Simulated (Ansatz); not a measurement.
**CH6Si (methylsilane): levels of theory compared**

Aim: a comparison of 6 runs (UHF/STO-3G, BLYP/STO-3G, SVWN5/STO-3G, UB3LYP/STO-3G, RPA@PBE/STO-3G, CCSDTQ/STO-3G) of CH6Si (methylsilane). 

The calculation is run with Ansatz 0.2.0.

47 further runs of the same task are left out: 1 that didn't finish, 46 set aside as unsound or not needed.

## Step 1: Starting point

CH6Si has 8 atoms, charge 0, and is taken as a singlet. As SMILES, `C[SiH3]`. The H5–C1 distance was set to 1.365 Å, away from the relaxed value.

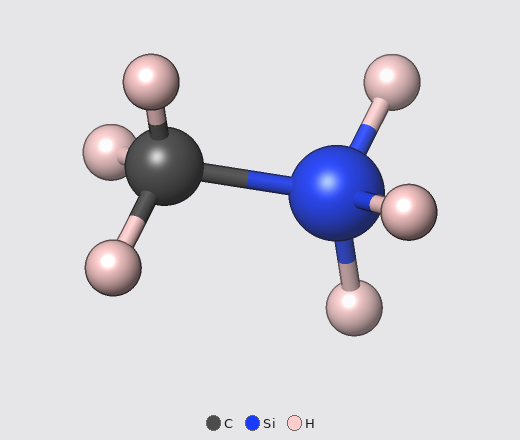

The structure, seen from a chosen angle (carbon dark grey, silicon blue, hydrogen pink).

## Step 2: The energy at UHF/STO-3G (run 1)

The input, in.yaml:

```yaml
crystal:
  periodic: [false, false, false]
  atoms:
    - {symbol: C, position_ang: [-0.248526, -0.020508, -0.891909]}
    - {symbol: Si, position_ang: [0.095394, -0.474798, 0.889891]}
    - {symbol: H, position_ang: [-1.307496, -0.147738, -1.127189]}
    - {symbol: H, position_ang: [0.328444, -0.651668, -1.571409]}
    - {symbol: H, position_ang: [0.086600, 1.280720, -1.133860]}
    - {symbol: H, position_ang: [-0.691986, 0.385972, 1.813781]}
    - {symbol: H, position_ang: [1.538534, -0.300258, 1.208261]}
    - {symbol: H, position_ang: [-0.270136, -1.893458, 1.151171]}
basis:
  gaussian:
    orbitals: STO-3G
magnetization:
  spin_polarized: true
  initial_magnetization: 0
hamiltonian:
  xc: hf
accuracy: high
```

On the command line:

```
$ ansatz run in.yaml --threads 1 --pin off --max-ram 3480MiB --events-out events.jsonl --progress --plain --runs-dir runs
```

Output:

```text
Warning: RAYON_NUM_THREADS=1 ignored (pool sized by the plan → 1); use --threads N
Functional definition: HF
  name "HF"
  exchange = exact_x
  correlation = 0
361 factors; integrals over basis functions are off by at most 1.0e-8 eV
mean field evaluation 1: about -8882.9903 eV, gradient 6.5e0 eV
mean field evaluation 2: about -8883.0239 eV, gradient 6.4e0 eV
mean field evaluation 4: about -8883.4122 eV, gradient 3.5e-1 eV
mean field evaluation 8: about -8883.4128 eV, gradient 4.6e-7 eV
mean field -8883.41284166 eV, -326.4594005374 hartree, gradient 3.7e-8 eV, S^2 0.000000; 0 other end points of the search recorded, 0 dependent functions left out
reference -8883.41284166 eV, -326.4594005374 hartree; 13, 13 occupied and 7, 7 virtual orbitals, 361 factors
Total energy: -8883.41284166 eV, -326.4594005374 hartree
```

Run time: 0.1 s. Hardware: 1 thread of Arm Neoverse V2, shared host.

## Step 3: A single-point energy at BLYP/STO-3G (run 2)

The input, molecule.yaml:

```yaml
crystal:
  periodic: [false, false, false]
  atoms:
    - symbol: C
      position_ang: [-0.248526, -0.020508, -0.891909]
    - symbol: Si
      position_ang: [0.095394, -0.474798, 0.889891]
    - symbol: H
      position_ang: [-1.307496, -0.147738, -1.127189]
    - symbol: H
      position_ang: [0.328444, -0.651668, -1.571409]
    - symbol: H
      position_ang: [0.086600, 1.280720, -1.133860]
    - symbol: H
      position_ang: [-0.691986, 0.385972, 1.813781]
    - symbol: H
      position_ang: [1.538534, -0.300258, 1.208261]
    - symbol: H
      position_ang: [-0.270136, -1.893458, 1.151171]
basis:
  gaussian:
    orbitals: STO-3G
hamiltonian:
  xc: {name: BLYP}
accuracy: high
```

On the command line:

```
$ ansatz run molecule.yaml --threads 1 --pin off --max-ram 3480MiB --events-out events.jsonl --progress --plain --runs-dir runs
```

Output:

```text
Warning: RAYON_NUM_THREADS=1 ignored (pool sized by the plan → 1); use --threads N
Functional definition: BLYP
  name "BLYP"
  parameter beta = 0.0042
  parameter a = 0.04918
  parameter b = 0.132
  parameter c = 0.2533
  parameter d = 0.349
  exchange = b88_x(beta = beta)
  correlation = lyp_c(a = a, b = b, c = c, d = d)
361 factors; integrals over basis functions are off by at most 1.0e-8 eV
mean field evaluation 1: about -8904.6002 eV, gradient 1.8e1 eV
mean field evaluation 2: about -8904.6988 eV, gradient 1.6e1 eV
mean field evaluation 4: about -8905.6038 eV, gradient 6.4e-1 eV
mean field evaluation 8: about -8905.4957 eV, gradient 6.4e-3 eV
mean field evaluation 16: about -8905.4957 eV, gradient 7.5e-9 eV
mean field -8905.49569554 eV, -327.2709304492 hartree, gradient 8.1e-9 eV, S^2 0.000000; 0 other end points of the search recorded, 0 dependent functions left out
reference -8905.49573615 eV, -327.2709319416 hartree; 13, 13 occupied and 7, 7 virtual orbitals, 361 factors
Total energy: -8905.49573615 eV, -327.2709319416 hartree
```

It took 1.1 s on 1 thread of Arm Neoverse V2, shared host; peak memory 0.1 GiB.

Runs 3 to 5 aren't shown in full; the table further down has their settings and results.

## Step 4: The energy at CCSDTQ/STO-3G (run 6)

The input, molecule.yaml:

```yaml
crystal:
  periodic: [false, false, false]
  atoms:
    - {symbol: C, position_ang: [-0.248526, -0.020508, -0.891909]}
    - {symbol: Si, position_ang: [0.095394, -0.474798, 0.889891]}
    - {symbol: H, position_ang: [-1.307496, -0.147738, -1.127189]}
    - {symbol: H, position_ang: [0.328444, -0.651668, -1.571409]}
    - {symbol: H, position_ang: [0.086600, 1.280720, -1.133860]}
    - {symbol: H, position_ang: [-0.691986, 0.385972, 1.813781]}
    - {symbol: H, position_ang: [1.538534, -0.300258, 1.208261]}
    - {symbol: H, position_ang: [-0.270136, -1.893458, 1.151171]}
basis:
  gaussian: {orbitals: STO-3G}
correlation: {method: ccsdtq, frozen_orbitals: {C: 1, H: 0, Si: 5}}
accuracy: high
scf: {omitted_lower_state_checks: [cluster_reference, increment]}
```

On the command line:

```
$ ansatz run molecule.yaml --threads 1 --pin off --max-ram 3480MiB --events-out events.jsonl --progress --plain --runs-dir runs
```

Output:

```text
Warning: RAYON_NUM_THREADS=1 ignored (pool sized by the plan → 1); use --threads N
[... 11 lines left out ...]
6 core orbitals not correlated: weight in the atoms' cores, before any rotation towards them, 1.000 or more for the frozen orbitals, at most 0.000 for the correlated occupied ones
[... 20 lines left out ...]
Total energy: -8887.49681323 eV, -326.6094837246 hartree
Checks for a lower state left out: cluster_reference, increment
```

Wall time 4.8 s (1 thread of Arm Neoverse V2, shared host); peak memory 0.12 GiB.

## Step 5: All runs side by side

```tsv
run	level	frozen core orbitals	energy (Eh)	wall time
1	UHF/STO-3G	–	-326.459401	0.1 s
2	BLYP/STO-3G	–	-327.270932	1.1 s
3	SVWN5/STO-3G	–	-325.724152	0.76 s
4	UB3LYP/STO-3G	–	-327.356496	1.9 s
5	RPA@PBE/STO-3G	6	-326.677813	1.7 s
6	CCSDTQ/STO-3G	6	-326.609484	4.8 s
```

## Step 6: Outcome

| quantity | value |
| --- | --- |
| run 6: total energy | -326.60948 Eh |
| run 6: correlation energy (6 core orbitals frozen) | -150.1 mEh |
| run 6: T1 diagnostic | 0.003 |

What this shows: Totals of different functionals can't be ranked against each other. In runs 1, 2, 3, 4, 5, 6 the basis is minimal, so the values are rough. All runs together took 10 s, the longest 4.8 s.
